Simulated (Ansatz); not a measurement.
## Electronic structure of C3H9ClSi (SMILES CCC([SiH3])Cl) in real space

```yaml
atoms:
  - { symbol: C, position_ang: [-1.0917, 1.6949, 0.4996] }
  - { symbol: C, position_ang: [0.0542, 0.6998, 0.4568] }
  - { symbol: C, position_ang: [-0.2178, -0.5268, -0.3956] }
  - { symbol: Si, position_ang: [1.1720, -1.8062, -0.3686] }
  - { symbol: Cl, position_ang: [-0.4561, -0.0761, -2.1262] }
  - { symbol: H, position_ang: [-0.8454, 2.5437, 1.1407] }
  - { symbol: H, position_ang: [-2.0002, 1.2299, 0.8920] }
  - { symbol: H, position_ang: [-1.3145, 2.0778, -0.4977] }
  - { symbol: H, position_ang: [0.2708, 0.3430, 1.4715] }
  - { symbol: H, position_ang: [0.9664, 1.1884, 0.0998] }
  - { symbol: H, position_ang: [-1.1595, -0.9929, -0.0924] }
  - { symbol: H, position_ang: [1.3857, -2.2578, 1.0350] }
  - { symbol: H, position_ang: [2.4165, -1.1756, -0.8755] }
  - { symbol: H, position_ang: [0.8064, -2.9712, -1.2105] }
```

Geometry: PBE0-D4/def2-TZVP.

Computed with RKS PBE0-D4/def2-TZVPP in Ansatz 0.2.0.

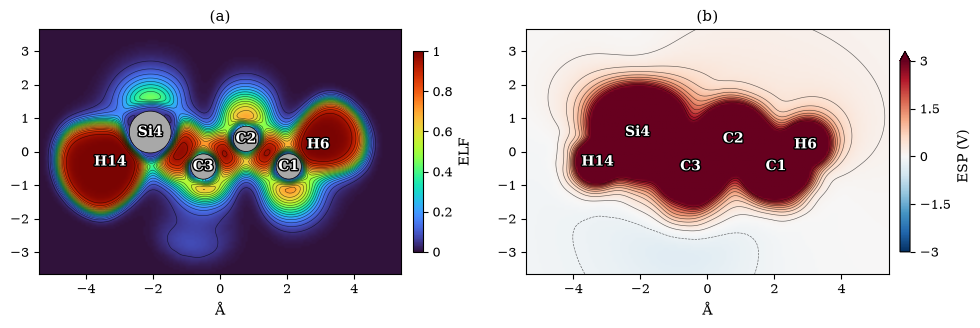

Figure 1. (a) ELF; (b) molecular electrostatic potential on the plane of atoms C2, C3 and Si4. Grey discs cover the atomic cores in the ELF map.

> What does the map show?

The section cuts through C, Si and H sites. C–C (1.52 Å): the ELF peaks at about 0.95 between the atoms, as expected for a covalent bond. C–Si (1.89 Å): the ELF peaks at about 0.95 between the atoms, as expected for a covalent bond. C–H (1.09 Å): the ELF climbs to about 1 towards the hydrogen, as it does in any bond to H (a covalent bond by its length). Si–H (1.48 Å): the ELF climbs to about 1 towards the hydrogen. Outside the dense part of the molecule the potential is most negative (−0.3 V) near Cl5, which lies off the plane.

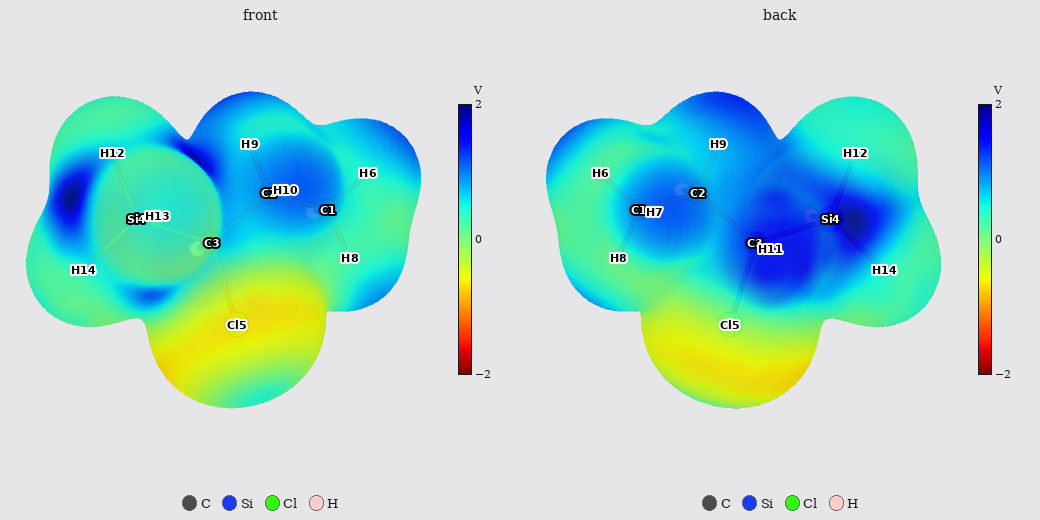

Figure 2. The molecular electrostatic potential painted on the density surface at 0.004 e/bohr³, seen from the front and from behind; the colour scale runs from red (negative) to blue (positive).

> Describe the electrostatic potential map.

The most negative region (about −0.7 V, or −16 kcal/mol for a unit charge) lies over Cl5, the most positive (about +1.8 V, or +42 kcal/mol for a unit charge) over Si4. Cl5 shows a σ-hole: about +0.5 V, or +12 kcal/mol for a unit charge at the tip opposite its bond, against about −0.4 V, or −9 kcal/mol for a unit charge on its flanks.

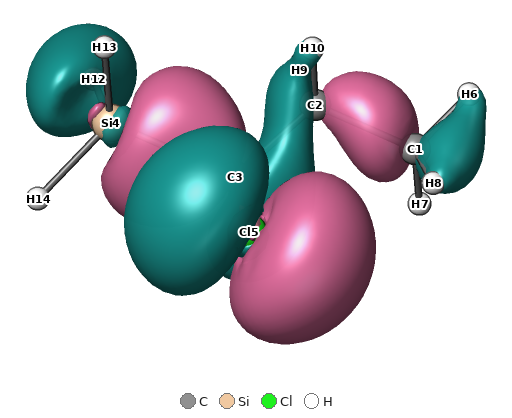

Figure 3. The HOMO at ±0.08 Å⁻³ᐟ² (teal and pink are the two phases), seen at a tilt.

> Where does this orbital lie, and at what energy?

It lies mainly on Cl5 (about 55 %), C3 (about 15 %) and Si4 (about 10 %). Its energy is −7.93 eV.

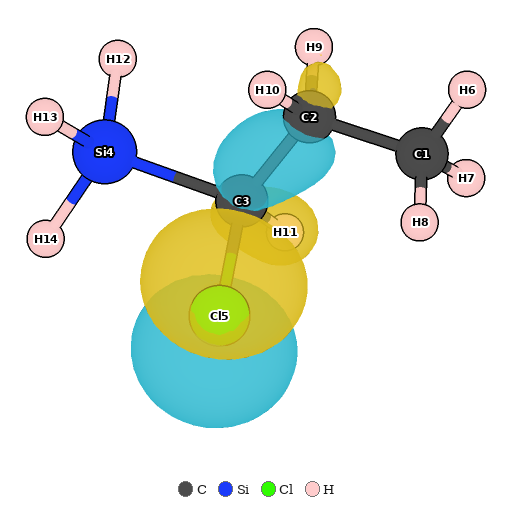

Figure 4. The HOMO−1 at ±0.15 Å⁻³ᐟ² (yellow and cyan are the two phases), seen at a tilt.

> Describe this orbital and give its energy.

By Hirshfeld shares it lies mainly on Cl5 (about 75 %) and C3 (about 10 %); largely a lone pair of Cl5. Its energy is −8.50 eV.
